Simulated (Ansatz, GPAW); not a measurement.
# CN/Hf(0001): work function by functional and basis, part 2 of 4

Aim: the work function of both faces of CN/Hf(0001), and its spread over functionals and bases.

GPAW 26.7.0 and Ansatz 0.2.0; Ansatz plane waves; slab in vacuum with a dipole correction, relaxation (the session's first sound run).

So far: Starting point; Relaxing the atoms.

## Step 2: Relaxing the atoms (continued)

The electrostatic potential energy of an electron (with the applied field's), less the Fermi level, planar mean oscillates, so the rows of the table below give means over windows of 2.5 Å about each position, cut where the curve ends. Its maxima inside the range that stand out by 2 % of the span (Å: eV): 8.3: -0.429, 10.9: -0.123, 13.3: -1.03, 15.6: -5.47, 16.7: -0.278, 22.4: 7.36. Its minima: 6.9: -13.8, 9.5: -13.6, 12.1: -13.5, 14.7: -13.6, 16.0: -7.57, 17.3: -4.26.

Table of electrostatic potential energy of an electron (with the applied field's), less the Fermi level, planar mean by z; means over each step:

```
z (Å)  electrostatic potential energy of an electron (with the applied field's), less the Fermi level, planar mean (eV)
  0.0                                                                                                              4.73
  2.5                                                                                                              4.35
  5.0                                                                                                              2.33
  7.5                                                                                                             -7.45
 10.0                                                                                                             -7.16
 12.5                                                                                                             -7.48
 15.0                                                                                                             -9.14
 17.5                                                                                                             0.995
 20.0                                                                                                              7.35
 22.5                                                                                                              7.36
```

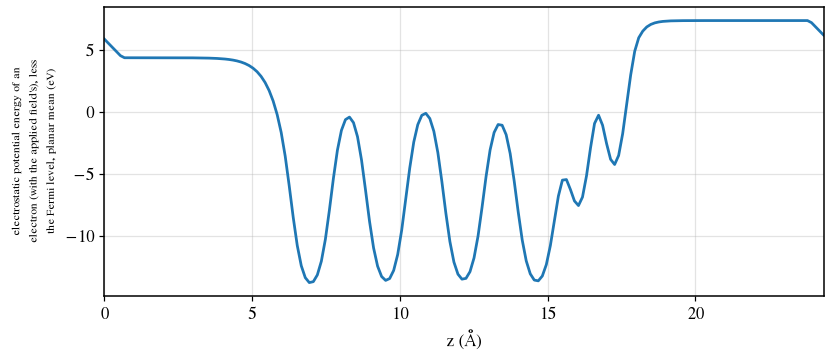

Electrostatic potential energy of an electron (with the applied field's), less the Fermi level, planar mean against z.

The valence density, planar mean oscillates, so the rows of the table below give means over windows of 2.58 Å about each position, cut where the curve ends. Its maxima inside the range that stand out by 2 % of the span (Å: e/Å³): 6.9: 3.02, 9.5: 3.07, 12.1: 3.03, 14.5: 3.03, 17.1: 0.494. Its minima: 8.3: 0.193, 10.9: 0.174, 13.5: 0.210, 15.6: 0.389.

Valence density, planar mean against z; means over each step:

```
z (Å)  valence density, planar mean (e/Å³)
 1.29                               1.7e-5
 3.87                              0.00511
 6.45                                 1.08
 9.03                                 1.14
11.61                                 1.13
14.19                                 1.17
16.77                                0.400
19.35                               0.0128
21.93                                    0
```

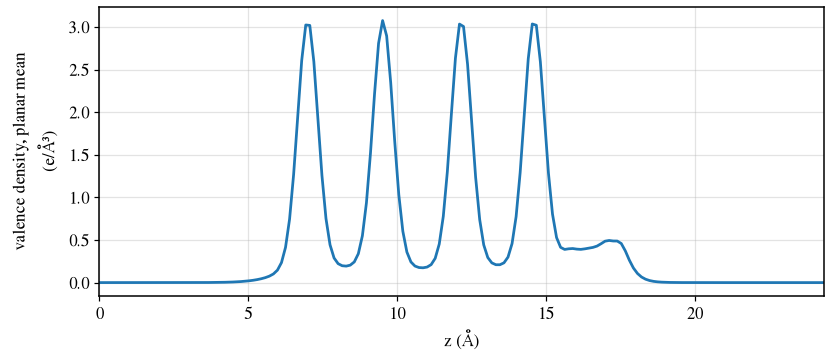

Valence density, planar mean against z.

The relaxation lowered the energy of the cell by 0.163 eV.

## Step 3: Plane waves, PBE

The work function is the vacuum plateau of the electrostatic potential less the Fermi level; a dipole layer lets the two faces have plateaus of their own.

This step: GPAW, PAW setups; slab in vacuum (GPAW 26.7.0).

The input, run.py:

```python
import json
import numpy as np
from ase import Atoms
from gpaw import GPAW, PW

slab = Atoms(
    ['Hf', 'Hf', 'Hf', 'Hf', 'C', 'N'],
    positions=[
        [3.20000, 1.84752, 7.00000],
        [0.00000, 0.00000, 9.53120],
        [3.20000, 1.84752, 12.15940],
        [0.00000, -0.00000, 14.61136],
        [1.60000, 0.92376, 16.10583],
        [1.60000, 0.92376, 17.29144]],
    cell=[[3.2, 0.0, 0.0], [1.6, 2.77128, 0.0], [0.0, 0.0, 24.47265]],
    pbc=[True, True, False])

slab.calc = GPAW(mode=PW(500), xc='PBE', kpts={'size': (11, 11, 1), 'gamma': True},
                 occupations={'name': 'fermi-dirac', 'width': 0.1}, nbands='140%',
                 convergence={'density': 1e-05}, maxiter=200,
                 poissonsolver={'dipolelayer': 'xy'},
                 symmetry={'tolerance': 1e-3}, txt='slab.txt')
result = {}
energy = slab.get_potential_energy()
fermi = slab.calc.get_fermi_level()
v = slab.calc.get_electrostatic_potential().mean((0, 1)) - fermi
n = slab.calc.get_pseudo_density().mean((0, 1))
L = slab.cell[2, 2]
z = np.arange(len(v)) * L / len(v)
low, high = slab.positions[:, 2].min(), slab.positions[:, 2].max()
below, above = np.interp([low - 4.8, high + 4.8], z, v)
slopes = [np.interp(x, z, np.gradient(v, z)) for x in (low - 4.8, high + 4.8)]
eps = np.array([[slab.calc.get_eigenvalues(k, s) for k in range(len(slab.calc.get_ibz_k_points()))]
                for s in range(slab.calc.get_number_of_spins())]) - fermi
top, bottom = eps[eps < 0].max(), eps[eps > 0].min()
dipole = slab.get_dipole_moment()[2]
print(f'energy {energy:.4f} eV, Fermi level {fermi:.4f} eV, dipole {dipole:.5f} e A')
print(f'potential 4.8 A off the faces, from the Fermi level: lower {below:.4f} eV, upper {above:.4f} eV')
print(f'slope of the potential there: lower {slopes[0]:.5f}, upper {slopes[1]:.5f} eV/A')
print(f'nearest levels on the mesh: {top:.4f} and {bottom:.4f} eV')
print('magnetic moment', round(slab.get_magnetic_moment(), 3))
result.update(energy=energy, fermi=fermi, dipole=dipole, below=below, above=above, slopes=slopes, edges=[top, bottom],
              z=z.tolist(), v=v.tolist(), n=n.tolist(), positions=slab.positions.tolist(),
              forces=slab.get_forces(apply_constraint=False).tolist(), moments=slab.get_magnetic_moments().tolist())
json.dump(result, open('result.json', 'w'))
```

Started as:

```sh
> OMP_NUM_THREADS=1 OPENBLAS_NUM_THREADS=1 python run.py
```

Numbers of over 12 decimals in the logs are rounded to 6 here.

The program printed:

```text
energy -45.1644 eV, Fermi level 1.5908 eV, dipole -0.14406 e A
potential 4.8 A off the faces, from the Fermi level: lower 4.3649 eV, upper 7.2961 eV
slope of the potential there: lower -0.00321, upper 0.00036 eV/A
nearest levels on the mesh: -0.0078 and 0.0708 eV
magnetic moment 0.0
```

Run time: 2.6 min. Hardware: 1 thread of Arm Neoverse V1, shared host; peak memory 0.28 GiB.

Numbers from this step:

```yaml
dipole_along_the_normal: -0.1441 e·Å
levels_nearest_the_fermi_level_on_the_mesh: -0.007806, 0.07081 eV from the Fermi level
upper_work_function: 7.296 eV
lower_work_function: 4.365 eV
```

The electrostatic potential energy of an electron (without an applied field's), less the Fermi level, planar mean oscillates, so the rows of the table below give means over windows of 2 Å about each position, cut where the curve ends. Its maxima inside the range that stand out by 2 % of the span (Å: eV): 8.2: -0.448, 10.8: -0.146, 13.4: -0.970, 15.6: -5.07, 16.7: 0.162, 24.0: 7.30. Its minima: 7.0: -22.8, 9.6: -22.6, 12.1: -22.6, 14.6: -22.7, 16.1: -9.67, 17.3: -7.95.

Electrostatic potential energy of an electron (without an applied field's), less the Fermi level, planar mean against z; means over each step:

```
z (Å)  electrostatic potential energy of an electron (without an applied field's), less the Fermi level, planar mean (eV)
    0                                                                                                                4.64
    2                                                                                                                4.36
    4                                                                                                                4.19
    6                                                                                                               -5.44
    8                                                                                                               -7.62
   10                                                                                                               -11.0
   12                                                                                                               -12.0
   14                                                                                                               -10.5
   16                                                                                                               -5.87
   18                                                                                                                2.36
   20                                                                                                                7.29
   22                                                                                                                7.30
   24                                                                                                                7.18
```

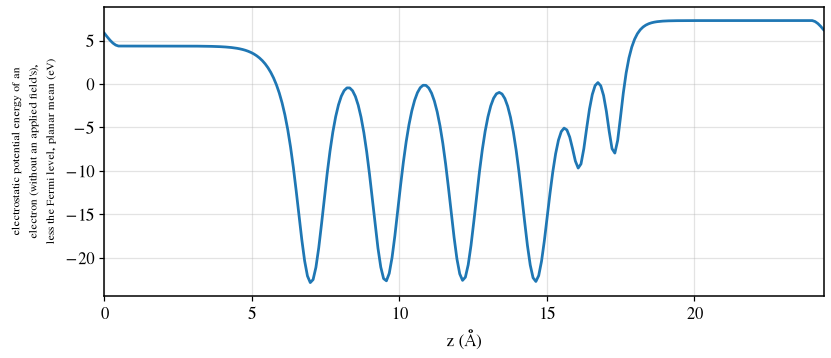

Electrostatic potential energy of an electron (without an applied field's), less the Fermi level, planar mean, plotted against z.

The pseudo valence density, planar mean oscillates, so the rows of the table below give means over windows of 2.49 Å about each position, cut where the curve ends. Its maxima inside the range that stand out by 2 % of the span (Å: e/Å³): 7.1: 1.15, 9.6: 1.17, 12.2: 1.15, 14.5: 1.16, 17.0: 0.494. Its minima: 8.2: 0.193, 10.9: 0.174, 13.4: 0.207, 15.5: 0.379.

Table of pseudo valence density, planar mean by z; means over each step:

```
z (Å)  pseudo valence density, planar mean (e/Å³)
 1.25                                      1.5e-5
 3.74                                     0.00369
 6.23                                       0.441
 8.71                                       0.534
11.21                                       0.501
13.70                                       0.559
16.19                                       0.450
18.68                                      0.0926
21.17                                      1.4e-5
```

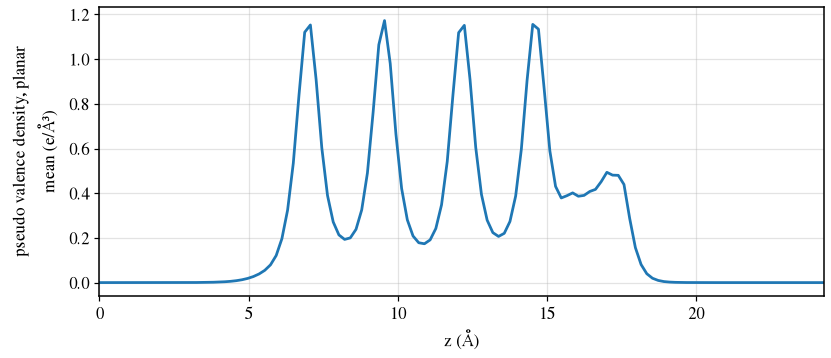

Pseudo valence density, planar mean, plotted against z.

Force by atom:

```
atom  x (eV/Å)  y (eV/Å)  z (eV/Å)   size
 Hf1     0.000     0.000     0.632  0.632
 Hf2     0.000     0.000    -0.643  0.643
 Hf3     0.000     0.000    -0.004  0.004
 Hf4     0.000     0.000    -0.014  0.014
  C5     0.000     0.000    -0.281  0.281
  N6     0.000     0.000     0.261  0.261
```

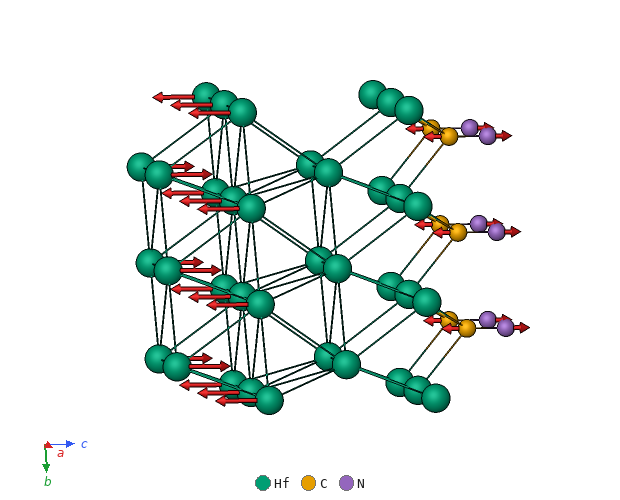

Force as arrows, the longest 0.643 eV/Å. 2×3×1 cells are drawn. Some periodic images of atoms are drawn too.

The potential is flat to 0.003 eV/Å where it is read, so the vacuum is wide enough. The geometry is the other program's minimum; here the largest force on a free atom is 0.28 eV/Å.

## Step 4: Self-consistent run: xc = "RPBE"

The same geometry under RPBE, to see how far the functional moves the levels against the vacuum.

Edit run.py of step 3 so:

```diff
@@ -17,3 +17,3 @@
 
-slab.calc = GPAW(mode=PW(500), xc='PBE', kpts={'size': (11, 11, 1), 'gamma': True},
+slab.calc = GPAW(mode=PW(500), xc='RPBE', kpts={'size': (11, 11, 1), 'gamma': True},
                  occupations={'name': 'fermi-dirac', 'width': 0.1}, nbands='140%',
```

The program printed:

```text
energy -42.9738 eV, Fermi level 1.7117 eV, dipole -0.14183 e A
potential 4.8 A off the faces, from the Fermi level: lower 4.2612 eV, upper 7.1473 eV
slope of the potential there: lower -0.00365, upper 0.00035 eV/A
nearest levels on the mesh: -0.0036 and 0.0680 eV
magnetic moment 0.0
```

Elapsed: 2.5 min, on 1 thread; peak memory 0.28 GiB.

This step gave:

- dipole along the normal: -0.1418 e·Å
- levels nearest the Fermi level on the mesh: -0.003620, 0.06805 eV from the Fermi level
- upper work function: 7.147 eV
- lower work function: 4.261 eV

The electrostatic potential energy of an electron (without an applied field's), less the Fermi level, planar mean oscillates, so the rows of the table below give means over windows of 2.5 Å about each position, cut where the curve ends. Its maxima inside the range that stand out by 2 % of the span (Å: eV): 8.2: -0.548, 10.8: -0.249, 13.4: -1.07, 15.6: -5.22, 16.7: 0.0194, 24.0: 7.15. Its minima: 7.0: -22.9, 9.6: -22.7, 12.1: -22.7, 14.6: -22.8, 16.1: -9.82, 17.3: -8.10.

Table of electrostatic potential energy of an electron (without an applied field's), less the Fermi level, planar mean by z; means over each step:

```
z (Å)  electrostatic potential energy of an electron (without an applied field's), less the Fermi level, planar mean (eV)
  0.0                                                                                                                4.48
  2.5                                                                                                                4.25
  5.0                                                                                                                2.23
  7.5                                                                                                               -10.1
 10.0                                                                                                               -9.83
 12.5                                                                                                               -10.1
 15.0                                                                                                               -12.1
 17.5                                                                                                               0.414
 20.0                                                                                                                7.13
 22.5                                                                                                                7.15
```

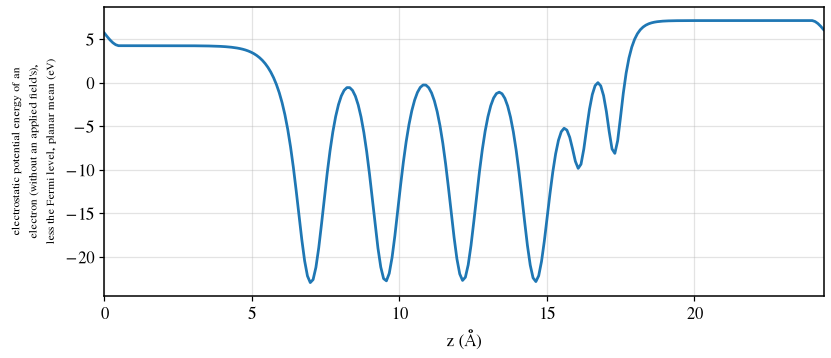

Electrostatic potential energy of an electron (without an applied field's), less the Fermi level, planar mean against z.

The pseudo valence density, planar mean oscillates, so the rows of the table below give means over windows of 2.49 Å about each position, cut where the curve ends. Its maxima inside the range that stand out by 2 % of the span (Å: e/Å³): 7.1: 1.15, 9.6: 1.17, 12.2: 1.15, 14.5: 1.16, 17.0: 0.494. Its minima: 8.2: 0.194, 10.9: 0.174, 13.4: 0.207, 15.5: 0.379.

The pseudo valence density, planar mean by z; means over each step:

```
z (Å)  pseudo valence density, planar mean (e/Å³)
 1.25                                      1.6e-5
 3.74                                     0.00366
 6.23                                       0.441
 8.71                                       0.534
11.21                                       0.501
13.70                                       0.559
16.19                                       0.450
18.68                                      0.0926
21.17                                      1.5e-5
```

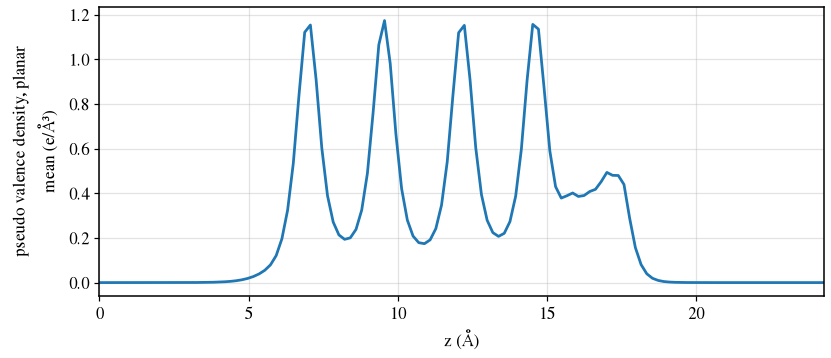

Pseudo valence density, planar mean, plotted against z.

Force by atom:

```
atom  x (eV/Å)  y (eV/Å)  z (eV/Å)   size
 Hf1     0.000     0.000     0.457  0.457
 Hf2     0.000     0.000    -0.620  0.620
 Hf3     0.000     0.000    -0.026  0.026
 Hf4     0.000     0.000    -0.070  0.070
  C5     0.000     0.000    -0.427  0.427
  N6     0.000     0.000     0.623  0.623
```

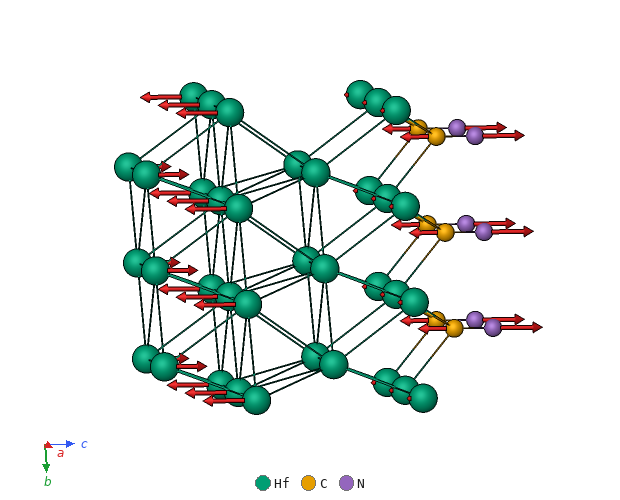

Force as arrows, the longest 0.623 eV/Å. 2×3×1 cells are drawn. Some periodic images of atoms are drawn too.

The upper face's work function is 7.147 eV, against 7.296 eV in the first plane-wave PBE run at this geometry.

## Step 5: Self-consistent run: xc = "vdW-DF2"

The same geometry under vdW-DF2, to see how far the functional moves the levels against the vacuum (the van der Waals functionals take revPBE setups).

Edit run.py of step 4 so:

```diff
@@ -17,3 +17,3 @@
 
-slab.calc = GPAW(mode=PW(500), xc='RPBE', kpts={'size': (11, 11, 1), 'gamma': True},
+slab.calc = GPAW(mode=PW(500), xc='vdW-DF2', kpts={'size': (11, 11, 1), 'gamma': True},
                  occupations={'name': 'fermi-dirac', 'width': 0.1}, nbands='140%',
```

The program printed:

```text
energy -640.5282 eV, Fermi level 1.4855 eV, dipole -0.15210 e A
potential 4.8 A off the faces, from the Fermi level: lower 4.6053 eV, upper 7.7017 eV
slope of the potential there: lower -0.00565, upper 0.00042 eV/A
nearest levels on the mesh: -0.0009 and 0.0633 eV
magnetic moment 0.0
```

Wall time 3 min (1 thread); peak memory 0.49 GiB.

This step gave:

```yaml
dipole_along_the_normal: -0.1521 e·Å
levels_nearest_the_fermi_level_on_the_mesh: -9.37e-4, 0.06329 eV from the Fermi level
upper_work_function: 7.702 eV
lower_work_function: 4.605 eV
```

The electrostatic potential energy of an electron (without an applied field's), less the Fermi level, planar mean oscillates, so the rows of the table below give means over windows of 1 Å about each position, cut where the curve ends. Its maxima inside the range that stand out by 2 % of the span (Å: eV): 8.2: -0.676, 10.8: -0.345, 13.4: -1.18, 15.6: -5.16, 16.7: 0.237, 24.0: 7.70. Its minima: 7.0: -23.0, 9.6: -22.8, 12.1: -22.7, 14.6: -22.9, 16.1: -9.66, 17.3: -7.69.

Electrostatic potential energy of an electron (without an applied field's), less the Fermi level, planar mean against z; means over each step:

```
z (Å)  electrostatic potential energy of an electron (without an applied field's), less the Fermi level, planar mean (eV)
    0                                                                                                                5.19
    1                                                                                                                4.61
    2                                                                                                                4.61
    3                                                                                                                4.59
    4                                                                                                                4.46
    5                                                                                                                3.52
    6                                                                                                               -2.97
    7                                                                                                               -18.7
    8                                                                                                               -3.58
    9                                                                                                               -11.6
   10                                                                                                               -13.0
   11                                                                                                               -2.12
   12                                                                                                               -17.8
   13                                                                                                               -5.81
   14                                                                                                               -10.1
   15                                                                                                               -15.2
   16                                                                                                               -6.60
   17                                                                                                               -3.23
   18                                                                                                                4.49
   19                                                                                                                7.61
   20                                                                                                                7.70
   21                                                                                                                7.70
   22                                                                                                                7.70
   23                                                                                                                7.70
   24                                                                                                                7.51
```

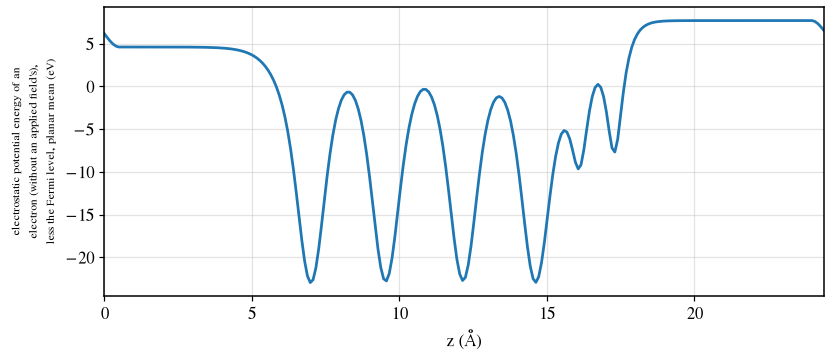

Electrostatic potential energy of an electron (without an applied field's), less the Fermi level, planar mean, plotted against z.

The upper face's work function is 7.702 eV, against 7.296 eV in the first plane-wave PBE run at this geometry.

## Step 6: Self-consistent run: xc = "revPBE"

The same geometry under revPBE, to see how far the functional moves the levels against the vacuum.

Edit run.py of step 5 so:

```diff
@@ -17,3 +17,3 @@
 
-slab.calc = GPAW(mode=PW(500), xc='vdW-DF2', kpts={'size': (11, 11, 1), 'gamma': True},
+slab.calc = GPAW(mode=PW(500), xc='revPBE', kpts={'size': (11, 11, 1), 'gamma': True},
                  occupations={'name': 'fermi-dirac', 'width': 0.1}, nbands='140%',
```

The program printed:

```text
energy -43.3213 eV, Fermi level 1.6917 eV, dipole -0.14169 e A
potential 4.8 A off the faces, from the Fermi level: lower 4.2707 eV, upper 7.1537 eV
slope of the potential there: lower -0.00339, upper 0.00035 eV/A
nearest levels on the mesh: -0.0061 and 0.0733 eV
magnetic moment 0.0
```

Elapsed: 2.7 min, on 1 thread; peak memory 0.28 GiB.

Numbers from this step:

| Property | Result |
| --- | --- |
| dipole along the normal | -0.1417 e·Å |
| levels nearest the Fermi level on the mesh | -0.006057, 0.07333 eV from the Fermi level |
| upper work function | 7.154 eV |
| lower work function | 4.271 eV |

The upper face's work function is 7.154 eV, against 7.296 eV in the first plane-wave PBE run at this geometry.

(Continued in part 3 of 4.)

[Logs are printed without paths, hosts, clocks, repeated set-up lines and the standing remarks that a program may print on its own settings, such as how far it seeks lower states.]

[Hosts, paths, dates, database ids (printed as entryN), source tags and the programs' standing remarks are cut or masked in the printed files.]
